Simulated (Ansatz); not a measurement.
**Molecular dynamics of MgH20Cl2O10 (part 2 of 2)**

MgH20Cl2O10 (disordered cell, 33 atoms in the cell); DFT PBE-D3(BJ), scalar-relativistic, plane waves, PAW, no spin polarisation (Ansatz 0.2.0); cutoff 420 eV, 1×1×1 k-mesh, Fermi–Dirac smearing of 0.02 eV. It belongs to a series of runs on one base structure; here: dynamics from the start.

What the program printed, continued:
```
md step    53: t =    26.50 fs  T =   184.7 K  F+E_penalty+E_count = -10084.91668601 eV  E_kin = 0.787711 eV  (6 SCF iters)
md step    54: t =    27.00 fs  T =   192.0 K  F+E_penalty+E_count = -10084.93359165 eV  E_kin = 0.818797 eV  (6 SCF iters)
md step    55: t =    27.50 fs  T =   202.6 K  F+E_penalty+E_count = -10084.96776426 eV  E_kin = 0.864116 eV  (6 SCF iters)
md step    56: t =    28.00 fs  T =   216.3 K  F+E_penalty+E_count = -10085.00797839 eV  E_kin = 0.922452 eV  (6 SCF iters)
md step    57: t =    28.50 fs  T =   218.1 K  F+E_penalty+E_count = -10085.04511272 eV  E_kin = 0.930209 eV  (6 SCF iters)
md step    58: t =    29.00 fs  T =   210.0 K  F+E_penalty+E_count = -10085.06261395 eV  E_kin = 0.895981 eV  (6 SCF iters)
md step    59: t =    29.50 fs  T =   204.8 K  F+E_penalty+E_count = -10085.05995321 eV  E_kin = 0.873383 eV  (6 SCF iters)
md step    60: t =    30.00 fs  T =   203.3 K  F+E_penalty+E_count = -10085.04092583 eV  E_kin = 0.867248 eV  (7 SCF iters)
md step    61: t =    30.50 fs  T =   193.6 K  F+E_penalty+E_count = -10085.00559763 eV  E_kin = 0.825912 eV  (6 SCF iters)
md step    62: t =    31.00 fs  T =   199.5 K  F+E_penalty+E_count = -10084.97627912 eV  E_kin = 0.851159 eV  (6 SCF iters)
md step    63: t =    31.50 fs  T =   211.7 K  F+E_penalty+E_count = -10084.96718886 eV  E_kin = 0.903053 eV  (6 SCF iters)
md step    64: t =    32.00 fs  T =   225.2 K  F+E_penalty+E_count = -10084.97383214 eV  E_kin = 0.960638 eV  (6 SCF iters)
md step    65: t =    32.50 fs  T =   224.0 K  F+E_penalty+E_count = -10084.99129827 eV  E_kin = 0.955665 eV  (6 SCF iters)
md step    66: t =    33.00 fs  T =   235.4 K  F+E_penalty+E_count = -10085.01012067 eV  E_kin = 1.004301 eV  (6 SCF iters)
md step    67: t =    33.50 fs  T =   231.7 K  F+E_penalty+E_count = -10085.02466200 eV  E_kin = 0.988384 eV  (6 SCF iters)
md step    68: t =    34.00 fs  T =   230.5 K  F+E_penalty+E_count = -10085.03106735 eV  E_kin = 0.983192 eV  (5 SCF iters)
md step    69: t =    34.50 fs  T =   232.7 K  F+E_penalty+E_count = -10085.02603078 eV  E_kin = 0.992785 eV  (6 SCF iters)
md step    70: t =    35.00 fs  T =   237.1 K  F+E_penalty+E_count = -10085.01801452 eV  E_kin = 1.011237 eV  (7 SCF iters)
md step    71: t =    35.50 fs  T =   229.2 K  F+E_penalty+E_count = -10085.00997633 eV  E_kin = 0.977543 eV  (6 SCF iters)
md step    72: t =    36.00 fs  T =   232.9 K  F+E_penalty+E_count = -10085.00455798 eV  E_kin = 0.993639 eV  (6 SCF iters)
md step    73: t =    36.50 fs  T =   232.2 K  F+E_penalty+E_count = -10085.00658780 eV  E_kin = 0.990521 eV  (6 SCF iters)
md step    74: t =    37.00 fs  T =   231.1 K  F+E_penalty+E_count = -10085.01728644 eV  E_kin = 0.985874 eV  (6 SCF iters)
md step    75: t =    37.50 fs  T =   243.6 K  F+E_penalty+E_count = -10085.03093499 eV  E_kin = 1.039173 eV  (6 SCF iters)
md step    76: t =    38.00 fs  T =   253.6 K  F+E_penalty+E_count = -10085.04029712 eV  E_kin = 1.081917 eV  (6 SCF iters)
automatic band count: iteration 1 solves 60 bands in place of 85: the levels show a gap, and the empty bands left out lie too high to hold charge; the band table lists the bands solved (type scf.n_extra_bands for more)
preconditioner: auto → Resta (q_TF=auto, 2.212 Å⁻¹)  ε∞=2.8  [insulator: Δε(μ)=4.155 eV  Ē_g=14.116 eV  σ=0.020 eV  W_gap=1.00  n_scr=80 (ndim 8)  ℏωp=19.0 eV  f_vac=0.231  D(μ)=0.00/eV (n_scr^D=0)  ε∞_Penn≈2.8]
md step    77: t =    38.50 fs  T =   264.2 K  F+E_penalty+E_count = -10085.05300511 eV  E_kin = 1.127111 eV  (6 SCF iters)
```

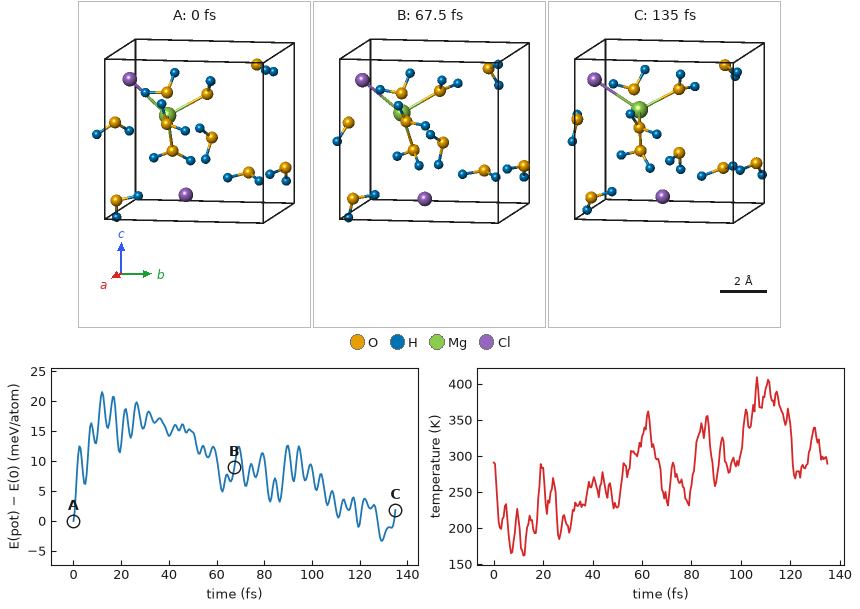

Figure 1. Frames of the molecular dynamics (ball-and-stick, simulation cell, seen slightly off an axis) above the curves, on which the letters mark them. The trajectory kept here has 271 frames over 135 fs. The temperature starts at 291 K, ranges from 162 to 409 K and averages 313 K over the second half. The potential energy ends 1.8 meV/atom above its first value. With the common drift removed, the root-mean-square displacement is 0.58 Å, and H12 has moved furthest (1.45 Å).

```
automatic band count: iteration 1 solves 60 bands in place of 85: the levels show a gap, and the empty bands left out lie too high to hold charge; the band table lists the bands solved (type scf.n_extra_bands for more)
pre
[...]
SCF converged after 7 iterations
Free energy (F): -10085.510620 eV
Harris-Foulkes:  -10085.510620 eV  (|F-HF|=4.70e-9)
Internal energy: -10085.510620 eV  (E = F + TS)
E sigma→0 (E₀):  -10085.510620 eV
Fermi energy:    0.579710 eV
--- Per-component energies (eV) ---
  E_band       = -1203.215605
  E_kinetic    = 2427.743943
  E_local      = -8861.010174  (includes V_loc(G=0)·N_el)
  E_nonlocal   = 668.354028
  E_hartree    = 3203.199626
  E_xc         = -1153.084570
  E_vxc        = -1444.252029  (∫ρ·V_xc dr)
  E_paw        = -3209.692112  (= ΣΔE_a)
  E_vpaw       = -400.452748  (= ΣTr[D̂ρ^β])
  E_aug_tail   = 0.001912  (compensation charges beyond the density's cutoff)
  E_ewald      = -3159.458350
  E_disp       = -1.564923  (pairwise vdW)
  E_smearing   = -0.000000  (= −TS)
  E_closure    = -0.000000  (closes the sum)
  Σ components = -10085.510620   (vs F -10085.510620, Δ=0.00e0)
--- Forces (eV/Å), atoms counted from 1 ---
  atom   1  O     -0.23326180    -0.74479088     1.59697670
  atom   2  H      0.26906553    -0.40325768    -0.35146017
  atom   3  H     -0.03991091     1.29230630    -0.41583197
  atom   4  O      1.02202525    -0.02901681     0.82576655
  atom   5  H      0.31836429    -0.31814644    -0.37524211
  atom   6  H     -0.93037731     0.46763568    -0.15974145
  atom   7  O     -0.43287948    -0.79004327    -0.53723756
  atom   8  H     -0.15048692     0.79053915     0.23340010
  atom   9  H      0.39234625     0.10031194     0.22978592
  atom  10  O     -0.99769705     0.40085398     0.38900240
  atom  11  H      0.51099326    -0.15478496    -0.11122393
  atom  12  H      0.41928189    -0.21519984    -0.34258760
  atom  13  O      1.23093426    -0.99009010     1.36490952
  atom  14  H      0.26101554     0.64939922    -0.58994281
  atom  15  H     -0.83108035     0.33863536    -0.54651858
  atom  16  O      0.41782443    -1.03044986    -0.10853844
  atom  17  H     -0.39064751    -0.60364705    -0.35850557
  atom  18  H     -0.18767559     1.61666639     0.41413355
  atom  19  O      0.95782602    -1.87986123    -1.50910132
  atom  20  H      0.27365777     0.36789526     0.86085385
  atom  21  H     -0.99418013     0.96195885     0.83208810
  atom  22  O      0.11830650    -0.28594816     0.22635505
  atom  23  H      0.13752990    -0.05952657     0.30178468
  atom  24  H     -0.48490946     0.21478764    -0.45599077
  atom  25  O     -0.08193322     0.11949394    -0.24551123
  atom  26  H     -0.20383618    -0.07153285    -0.24161239
  atom  27  H      0.01386074    -0.09351145     0.40656524
  atom  28  O     -0.46741529     1.56624896     0.72680924
  atom  29  H      0.32537239    -1.24531276     0.31280151
  atom  30  H      0.13342821    -0.52205873    -1.23476526
  atom  31  Mg    -0.60425214    -0.13452876    -0.54094974
  atom  32  Cl     0.33130943     0.64799301    -0.35389483
  atom  33  Cl    -0.10257274     0.03694159    -0.24262810
  max |Σ_I F_I| component: 5.14e-5 eV/Å
--- MD trajectory: 270 steps, t = 0.0 → 135.0 fs ---
  final state: T = 289.4 K   F+E_penalty+E_count = -10085.51061998 eV   E_kin = 1.234352 eV
```

Trajectory as extended XYZ (Å, eV, eV/Å), 3 of the 271 frames kept, from step=0 to step=270:
```
33
Lattice="7.1531 0.0000 0.0000 0.0000 7.1531 0.0000 0.0000 0.0000 7.1531" Properties=species:S:1:pos:R:3:forces:R:3 step=0 time_fs=0.0 energy=-10085.57130 temperature=290.9
O     1.4250    1.9472    2.3914   -0.0940  -0.1535  -0.0007
H     1.0072    2.6833    1.9202    0.0734  -0.0518   0.0324
H     1.0188    1.0239    2.0111    0.0744   0.2125   0.0254
O     0.6113    6.8869    1.6591   -0.2933  -0.0328   0.0495
H    -0.0922    6.7831    0.9745    0.2304  -0.0778   0.0840
H     1.4058    6.3360    1.4482    0.0975  -0.0888  -0.0795
O     5.1821    0.1436    0.5968   -0.2110   0.1579  -0.2166
H     5.0792    1.1069    0.8137   -0.0016  -0.1540  -0.0622
H     4.6306    0.0472   -0.2166    0.1363   0.0655   0.2401
O     5.6887    4.5471    3.5765    0.2690  -0.2152  -0.3862
H     5.8416    4.2956    2.6245   -0.1558   0.1540   0.2465
H     6.4263    4.1444    4.0787   -0.0527   0.1033   0.1021
O     4.3914    2.2647    3.9683   -0.3242  -0.3510   0.2701
H     4.7708    3.1714    3.7274    0.1199   0.0453   0.2100
H     4.6645    2.0836    4.8943    0.1248   0.2884  -0.3029
O     3.0518    5.7037    1.7173    0.1373  -0.0350  -0.1209
H     3.7792    6.3136    1.4436   -0.0939  -0.0023   0.0376
H     3.4465    4.8271    1.5149   -0.0547   0.0292   0.0128
O     2.0568    3.6366    5.0468    0.3168   0.0134   0.4656
H     2.7183    3.9039    5.7257   -0.3835  -0.0362  -0.4218
H     1.1676    3.6291    5.5036    0.0452   0.0315  -0.0711
O     0.2577    5.5276    6.1849    0.0873   0.6525  -0.1274
H     1.0720    6.0788    6.0511   -0.1772  -0.3295   0.0432
H    -0.4088    6.1407    5.8035    0.0240  -0.3318   0.0993
O     6.5411    0.3445    4.2573   -0.0826  -0.2246  -0.1672
H     5.8444    0.8563    3.8050   -0.0535   0.0742   0.0215
H     6.5991   -0.4671    3.7066    0.1037   0.1685   0.1787
O     6.8062    2.7450    5.6827   -0.0315  -0.0529   0.0356
H     6.8297    1.7702    5.6595    0.0513  -0.0587  -0.0459
H     6.3139    2.9940    6.5122   -0.0325   0.0608   0.0149
Mg    2.3916    1.9108    4.0842    0.1387   0.0210   0.0210
Cl    2.7200    0.2714    5.7110    0.0275   0.0742  -0.1104
Cl    4.9826    3.2388    0.8979   -0.0154   0.0438  -0.0777
33
Lattice="7.1531 0.0000 0.0000 0.0000 7.1531 0.0000 0.0000 0.0000 7.1531" Properties=species:S:1:pos:R:3:forces:R:3 step=135 time_fs=67.5 energy=-10085.27445 temperature=280.9
O     1.4482    2.2742    2.4205   -0.2530  -0.1367   1.7606
H     2.0906    2.6381    1.8172    0.5774   0.1451  -1.1256
H     1.0048    1.4438    2.0751    0.1088  -0.3265  -0.6557
O     0.5494    7.0859    1.7152   -1.2266   1.0169   0.3564
H    -0.2364    6.9252    1.1233    0.3690   0.0360   0.2683
H     1.2717    6.4578    1.6553    0.9530  -0.9708  -0.4262
O     5.2017    0.2651    0.6709    0.1025  -0.0895   0.2062
H     4.8891    1.1947    0.8280    0.2031  -0.1965  -0.4173
H     4.8897    0.0002   -0.2199   -0.1858   0.3144   0.3013
O     5.8779    4.4596    3.3574   -1.0493   0.8194  -1.3767
H     5.7798    4.2349    2.3599    0.4819  -0.0834   1.6049
H     6.6177    4.0317    3.7947    0.4517  -0.6709  -0.2824
O     4.3072    2.4998    4.0562   -0.1788   0.0804  -0.1094
H     4.6722    3.4280    3.9289    0.1402  -0.1538  -0.6623
H     4.8364    2.2418    4.8265    0.4477  -0.2167   0.3199
O     3.0020    5.7652    1.7827   -0.3582  -0.4317   0.2934
H     3.7084    6.4169    1.5960    0.1982  -0.3249  -0.2421
H     3.4025    4.8567    1.6454   -0.0236   0.9470  -0.1825
O     2.1743    3.5980    5.1842   -1.9290   0.9651  -0.2250
H     2.8930    3.8289    5.7540    1.3629   0.2260   0.9110
H     1.4417    4.2702    5.4475    0.2127  -0.8070  -0.2475
O     0.3321    5.4389    6.0083    1.2256  -0.8401   1.3322
H     1.0868    6.0160    6.2892   -0.5140   0.0738  -0.4759
H    -0.0315    5.8269    5.2153   -0.4107   1.0039  -0.7871
O     6.5448    0.3271    4.2271    0.2986  -0.4890  -0.0504
H     5.5906    0.1444    4.1726    0.1438  -0.0824  -0.2176
H     6.9518   -0.1127    3.4334   -0.4542   0.3418   0.0315
O     6.6321    2.7383    5.6058    0.0564  -0.3991  -0.0057
H     6.7590    1.7900    5.7640    0.0952  -0.2470  -0.2884
H     6.4256    3.0770    6.4947   -0.2536   0.4042   0.1680
Mg    2.4132    1.9265    4.1916   -0.1211   0.4041   0.1039
Cl    2.8991    0.2409    5.6745   -0.1421  -0.2582  -0.0973
Cl    4.6044    3.3860    0.6568   -0.3289  -0.0539   0.2173
33
Lattice="7.1531 0.0000 0.0000 0.0000 7.1531 0.0000 0.0000 0.0000 7.1531" Properties=species:S:1:pos:R:3:forces:R:3 step=270 time_fs=135.0 energy=-10085.51062 temperature=289.4
O     1.8069    2.0801    2.3973   -0.2333  -0.7448   1.5970
H     2.2364    2.5929    1.6892    0.2691  -0.4033  -0.3515
H     1.4026    1.1289    2.1362   -0.0399   1.2923  -0.4158
O     0.5581    7.0621    1.8070    1.0220  -0.0290   0.8258
H    -0.2096    7.1727    1.1967    0.3184  -0.3181  -0.3752
H     1.3640    6.4798    1.5816   -0.9304   0.4676  -0.1597
O     5.3953    0.5484    0.7204   -0.4329  -0.7900  -0.5372
H     5.0373    1.4118    0.9594   -0.1505   0.7905   0.2334
H     4.7179    0.2296    0.0674    0.3923   0.1003   0.2298
O     5.9687    4.6297    2.8802   -0.9977   0.4009   0.3890
H     5.4034    4.5829    2.0727    0.5110  -0.1548  -0.1112
H     6.8605    4.3760    2.6381    0.4193  -0.2152  -0.3426
O     4.5348    2.5526    3.7815    1.2309  -0.9901   1.3649
H     4.9303    3.4183    3.5546    0.2610   0.6494  -0.5899
H     5.2514    2.2863    4.4722   -0.8311   0.3386  -0.5465
O     2.9745    6.0413    1.8731    0.4178  -1.0304  -0.1085
H     3.7471    6.6216    2.0657   -0.3906  -0.6036  -0.3585
H     3.3087    5.1239    1.5277   -0.1877   1.6167   0.4141
O     2.2467    3.9011    5.2508    0.9578  -1.8799  -1.5091
H     2.8346    4.0798    5.9914    0.2737   0.3679   0.8609
H     1.4629    4.4614    5.2813   -0.9942   0.9620   0.8321
O     0.6338    5.6642    6.1590    0.1183  -0.2859   0.2264
H     1.3165    6.3458    5.9498    0.1375  -0.0595   0.3018
H    -0.0747    5.9862    5.5857   -0.4849   0.2148  -0.4560
O     6.6393    0.1596    4.3533   -0.0819   0.1195  -0.2455
H     5.6946   -0.0274    4.4524   -0.2038  -0.0715  -0.2416
H     6.8632   -0.0195    3.3965    0.0139  -0.0935   0.4066
O     6.4501    2.6825    5.7285   -0.4674   1.5662   0.7268
H     6.6569    1.7916    5.9795    0.3254  -1.2453   0.3128
H     6.1588    3.1216    6.5875    0.1334  -0.5221  -1.2348
Mg    2.7131    2.2020    4.3414   -0.6043  -0.1345  -0.5410
Cl    3.0189    0.2360    5.6778    0.3313   0.6480  -0.3539
Cl    4.0834    3.5168    0.6681   -0.1026   0.0369  -0.2426
```
